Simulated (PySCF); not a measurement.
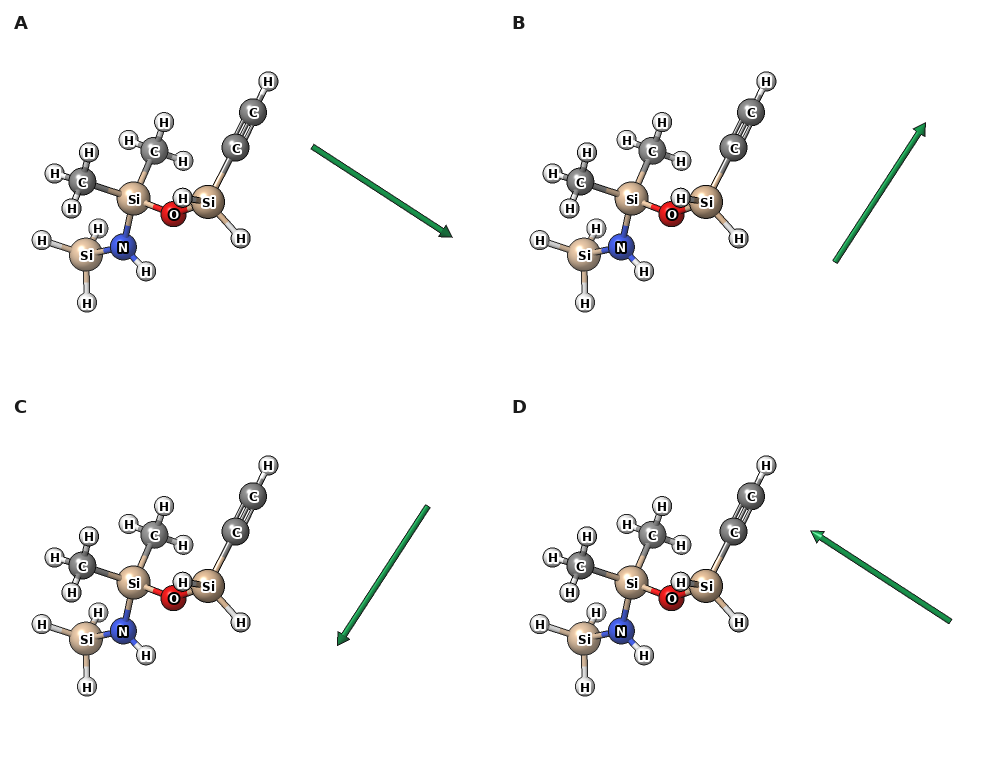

The same molecule four times, each with an arrow. The computed structure is the end point of a GFN2-xTB optimisation. No frequency run is at hand to confirm it as a minimum. Properties computed with PBE0/pcSseg-1, gas phase (PySCF 2.14.0).

Which arrow points along the dipole moment, from the negative to the positive end?

B. The dipole moment is 0.83 D.

The geometry is semi-empirical. Around Si such bond lengths and angles can be off by a tenth of an ångström or more and by several degrees, and values that hang on the shape move with them.
